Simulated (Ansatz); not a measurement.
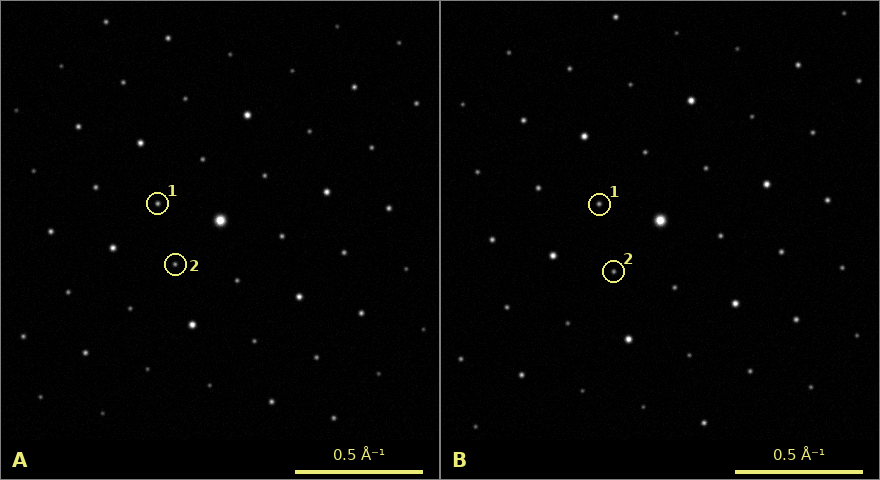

Kinematic electron diffraction patterns (120 kV, B = 0.5 Å², same scale) along [100] of the run's own cell, for the start and the end of one relaxation of Bi2Sb with DFT PBE, scalar-relativistic, plane waves, PAW (Ansatz 0.2.0). k mesh 6×6×8. The start is a generated model structure, and the relaxation ends in the nearest stationary point of its symmetry, not necessarily the ground state. Spot 1 is 0 -2 0 and spot 2 is 0 -1 -1 in both.

Start structure:

```
CELL_PARAMETERS angstrom
6.02889 0.00000 0.00000
0.00000 7.90447 0.00000
0.00000 0.00000 4.67950
ATOMIC_POSITIONS crystal
Sb 0.00000 0.00000 0.00000
Sb 0.50000 0.50000 0.50000
Bi 0.18651 0.37380 0.00000
Bi 0.81349 0.62620 0.00000
Bi 0.68651 0.12620 0.50000
Bi 0.31349 0.87380 0.50000
```

Which pattern belongs to the start structure, and which to the relaxed one?

Answer. A is the start: its cell gives d(1) = 3.952 Å, d(2) = 4.027 Å and an angle of 59.4°. B is the relaxed structure, with d(1) = 4.036 Å (+2.1 %), d(2) = 3.665 Å (-9.0 %) and 63.0°.

What did the relaxation do to the structure and the energy?

Answer. The volume changed by -3.4 % to 35.90 Å³ an atom; with the mean shift removed, the atoms moved by up to 0.11 Å relative to the cell (Bi most); the space group stayed Pnnm (No. 58); the free energy fell by 8.2 meV an atom. Relaxed cell: a = 6.487 Å, b = 8.073 Å, c = 4.113 Å, α = 90.00°, β = 90.00°, γ = 90.00°.
